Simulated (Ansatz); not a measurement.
# HF/STO-3G run of AlNH2ClF (SMILES [NH2][Al]([F])[Cl])

Aim: the vertical electron affinity of AlNH2ClF at HF/STO-3G, from 2 runs. 

The calculation is run with Ansatz 0.2.0.

98 further runs of the same task are left out: 98 set aside as unsound or not needed.

## (1) The molecule

AlNH2ClF has 6 atoms, charge 0, and is taken as a singlet. SMILES: `[NH2][Al]([F])[Cl]`. The shape is that of a PBE0-D4/def2-TZVP optimisation.

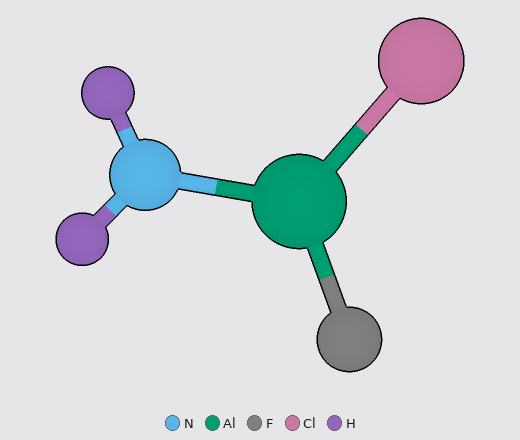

Viewed from a chosen angle; nitrogen blue, aluminium teal, fluorine grey, chlorine pink, hydrogen purple.

## (2) A single-point energy at HF/STO-3G

Contents of in.yaml:

```yaml
crystal:
  periodic: [false, false, false]
  atoms:
    - {symbol: "N", position_ang: [-0.112300, 0.982600, -0.025800]}
    - {symbol: Al, position_ang: [0.152500, -0.739100, 0.092300]}
    - {symbol: F, position_ang: [1.041800, -1.345500, 1.331100]}
    - {symbol: Cl, position_ang: [-0.641100, -2.049400, -1.313600]}
    - {symbol: H, position_ang: [0.246300, 1.661500, 0.624800]}
    - {symbol: H, position_ang: [-0.645100, 1.426000, -0.754900]}
basis:
  gaussian: {orbitals: STO-3G}
hamiltonian: {xc: hf}
accuracy: high
output: {orbitals: {seedname: orbitals}}
```

On the command line:

```console
$ ansatz run in.yaml --threads 1 --pin off --max-ram 3480MiB --events-out events.jsonl --progress --plain --runs-dir runs
```

Standard output:

```text
Warning: RAYON_NUM_THREADS=1 ignored (pool sized by the plan → 1); use --threads N
Functional definition: HF
  name "HF"
  exchange = exact_x
  correlation = 0
574 factors; integrals over basis functions are off by at most 3.9e-8 eV
mean field evaluation 1: about -23037.5959 eV, gradient 2.5e1 eV
mean field evaluation 2: about -23037.6360 eV, gradient 2.5e1 eV
mean field evaluation 4: about -23040.1522 eV, gradient 1.1e0 eV
mean field evaluation 8: about -23040.1578 eV, gradient 2.6e-2 eV
mean field -23040.15777687 eV, -846.7101811200 hartree, gradient 6.4e-8 eV, S^2 0.000000; 0 other end points of the search recorded, 0 dependent functions left out
reference -23040.15777687 eV, -846.7101811200 hartree; 24, 24 occupied and 6, 6 virtual orbitals, 574 factors
Total energy: -23040.15777687 eV, -846.7101811200 hartree
```

Wall time 0.4 s (1 thread of Intel Xeon Platinum 8259CL at 2.50GHz (Skylake/Cascade Lake), shared host).

## (3) The doublet anion, same level

Contents of job.yaml:

```yaml
crystal:
  periodic: [false, false, false]
  atoms:
    - symbol: N
      position_ang: [-0.112300, 0.982600, -0.025800]
    - symbol: Al
      position_ang: [0.152500, -0.739100, 0.092300]
    - symbol: F
      position_ang: [1.041800, -1.345500, 1.331100]
    - symbol: Cl
      position_ang: [-0.641100, -2.049400, -1.313600]
    - symbol: H
      position_ang: [0.246300, 1.661500, 0.624800]
    - symbol: H
      position_ang: [-0.645100, 1.426000, -0.754900]
basis:
  gaussian:
    orbitals: STO-3G
total_charge: -1
magnetization:
  spin_polarized: true
  initial_magnetization: 1
hamiltonian:
  xc: hf
accuracy: high
output:
  orbitals: {seedname: orbitals}
```

On the command line:

```console
$ ansatz run job.yaml --threads 1 --pin off --max-ram 3480MiB --events-out events.jsonl --progress --plain --runs-dir runs
```

Standard output:

```text
Warning: RAYON_NUM_THREADS=1 ignored (pool sized by the plan → 1); use --threads N
[... 4 set-up lines as earlier in the session ...]
575 factors; integrals over basis functions are off by at most 3.9e-8 eV
mean field evaluation 1: about -23029.7996 eV, gradient 1.2e1 eV
mean field evaluation 2: about -23029.9199 eV, gradient 1.3e1 eV
mean field evaluation 4: about -23031.2055 eV, gradient 8.7e-1 eV
mean field evaluation 8: about -23031.2216 eV, gradient 3.3e-2 eV
mean field evaluation 16: about -23031.4180 eV, gradient 1.4e0 eV
mean field evaluation 32: about -23031.3968 eV, gradient 9.5e-1 eV
mean field evaluation 64: about -23031.4777 eV, gradient 3.6e-1 eV
mean field evaluation 96: about -23031.2217 eV, gradient 5.4e-4 eV
mean field -23031.48190560 eV, -846.3913487316 hartree, gradient 2.2e-8 eV, S^2 0.762033; 3 other end points of the search recorded, 0 dependent functions left out
reference -23031.48190560 eV, -846.3913487316 hartree; 25, 24 occupied and 5, 6 virtual orbitals, 575 factors
Total energy: -23031.48190560 eV, -846.3913487316 hartree
```

Wall time 1.4 s (1 thread of Intel Xeon Platinum 8259CL at 2.50GHz (Skylake/Cascade Lake), shared host); peak memory 0.11 GiB.

## (4) Outcome

At HF/STO-3G:

```
                                         quantity          value
                   singlet AlNH2ClF: total energy  -846.71018 Eh
                    singlet AlNH2ClF: HOMO energy       -8.74 eV
                    singlet AlNH2ClF: LUMO energy        9.31 eV
                  singlet AlNH2ClF: HOMO–LUMO gap       18.05 eV
                      doublet anion: total energy  -846.39135 Eh
doublet anion: HOMO energy (highest over α and β)        8.10 eV
 doublet anion: LUMO energy (lowest over α and β)       16.85 eV
                              doublet anion: ⟨S²⟩          0.762
vertical electron affinity (to the doublet anion)      -8.676 eV
```

In words: The anion lies 8.68 eV (837 kJ/mol) above the neutral: the electron isn't bound at this level, and such a value depends on the basis. Without diffuse functions anions come out too high. Hartree–Fock misses the correlation that binds many anions. In a minimal basis such a difference can be off by several eV, whatever the method. The HOMO (doublet anion) lies at positive energy, 8.10 eV: the electron is unbound at this level or held by a compact basis; values depend on the basis.
